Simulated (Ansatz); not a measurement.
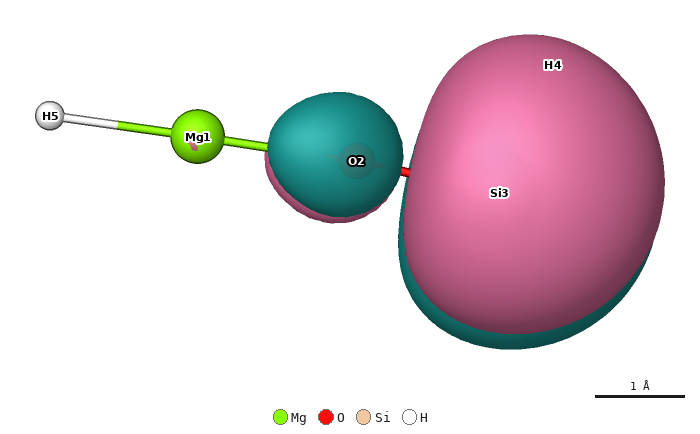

The picture shows: H2MgOSi (SMILES [MgH][O][SiH]). The LUMO at ±0.08 Å⁻³ᐟ² (teal and pink are the two phases), seen across its widest extent.

Geometry: B3LYP-D3(BJ)/def2-SVP.

These are results of isolated molecule in a Gaussian basis; Kohn-Sham density functional theory, functional PBE0 in Ansatz 0.2.0, not measurements.

Input

```
crystal:
  periodic: [false, false, false]
  atoms:
    - symbol: Mg
      position_ang: [-0.769520, -0.021965, -0.930692]
    - symbol: O
      position_ang: [0.527299, 0.515172, 0.224250]
    - symbol: Si
      position_ang: [1.752360, 0.902734, 1.255842]
    - symbol: H
      position_ang: [1.307388, 2.343630, 1.666764]
    - symbol: H
      position_ang: [-1.959076, -0.537621, -2.001503]
basis:
  gaussian:
    orbitals: def2-TZVPD
hamiltonian:
  xc: {name: PBE0}
output:
  forces: true
  orbitals: {seedname: orbitals}
```

Command:

```sh
ansatz run input.yaml --threads 1 --pin off --max-ram 2610MiB --events-out events.jsonl --progress --plain --runs-dir runs
```

> Describe this orbital and give its energy.

It lies mainly on Si3 (about 80 %) and O2 (about 10 %); it changes sign across the molecular plane (π type). Its energy is −1.60 eV.
